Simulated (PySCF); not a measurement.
**Sr⁺: atomic calculation**

- system: Sr⁺, configuration 1s2 2s2 2p6 3s2 3p6 3d10 4s2 4p6 5s1, multiplicity 2.
- method: unrestricted PBE0, def2-QZVPPD with ECP28, scalar-relativistic core potential (PySCF)

### Key numbers

```
                                                quantity                      value
                                                 outcome                  converged
total energy (valence electrons, under a core potential)         −30.471457 hartree
                                                    ⟨S²⟩                      0.750
                                   static polarisability                  102 bohr³
                                     C₆ of the like pair          908 hartree bohr⁶
                                          SCF iterations                          5
                                                hardware  1 CPU thread, shared host
                                                CPU time    3.5 s (integrals apart)
```

### Input
```python
from pyscf import gto, scf, dft, mp, cc
mol = gto.M(atom="Sr 0 0 0", charge=1, spin=1, symmetry="D2h",
            basis="def2-QZVPPD",
            ecp="def2-QZVPPD")
mf = dft.UKS(mol, xc="PBE0")
mf.irrep_nelec = {'Ag': (2, 1), 'B1u': (1, 1), 'B2u': (1, 1), 'B3u': (1, 1)}
mf.kernel()
```

The script is an equivalent of what the driver set up; the driver started from orbitals of its own, so the log can be shorter than this script's would be, and it computed the properties (radii, ⟨L²⟩, response) afterwards. It held the occupations shell by shell, which the script's counts by irreducible representation don't always enforce.

### Output (extracts)
```
damping factor = 0
level_shift factor = 0
DIIS = <class 'pyscf.scf.diis.CDIIS'>
diis_start_cycle = 1
diis_space = 10
diis_damp = 0
SCF conv_tol = 1e-09
SCF conv_tol_grad = None
number electrons alpha = 5  beta = 4
XC functionals = PBE0
    C. Adamo and V. Barone.,  J. Chem. Phys. 110, 6158 (1999)
    M. Ernzerhof and G. E. Scuseria.,  J. Chem. Phys. 110, 5029 (1999)
cycle= 1 E= -30.4714041601356  delta_E= -0.00139  |g|= 0.00889  |ddm|= 0.404
cycle= 2 E= -30.4714540405594  delta_E= -4.99e-05  |g|= 0.00253  |ddm|= 0.0572
cycle= 3 E= -30.4714573521791  delta_E= -3.31e-06  |g|= 0.000199  |ddm|= 0.0161
cycle= 4 E= -30.4714574277411  delta_E= -7.56e-08  |g|= 6.73e-06  |ddm|= 0.00534
cycle= 5 E= -30.4714574278139  delta_E= -7.28e-11  |g|= 8.98e-07  |ddm|= 0.000139
converged SCF energy = -30.4714574278139  <S^2> = 0.75015244  2S+1 = 2.0001524
```

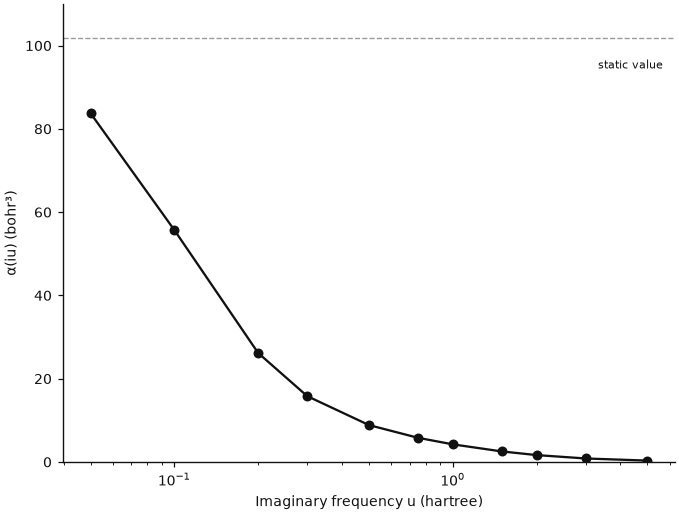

Figure 1. Dipole polarisability at imaginary frequency of Sr⁺ ([Kr] 5s). Coupled response at the PBE0 level; PySCF, def2-QZVPPD with a 28-electron core potential, unrestricted single determinants, no spin-orbit coupling. The static dipole polarisability is 102 bohr³; α(iu) falls to half of it near u = 0.11 hartree. The Casimir–Polder integral gives C₆ = 908 hartree bohr⁶ for two such species.

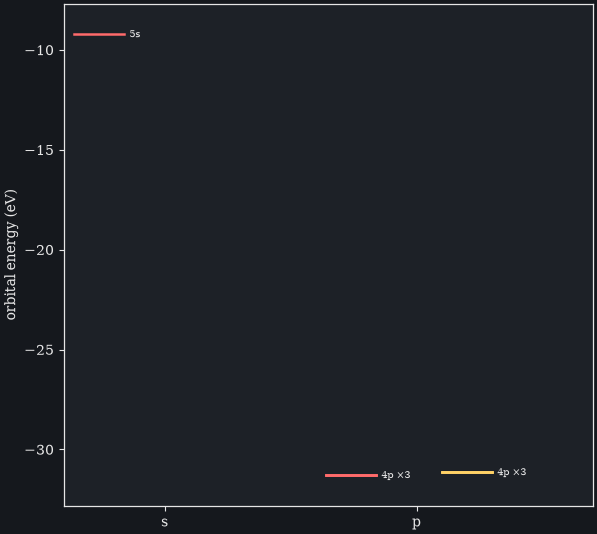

Figure 2. Orbital energies of the mean field, from the top down to −31.3 eV, by angular momentum, α spin at the left of each column and β at the right; ×n counts the orbitals under one label. The highest filled orbital is 5s α at −9.23 eV, the lowest empty one s β at −6.95 eV.
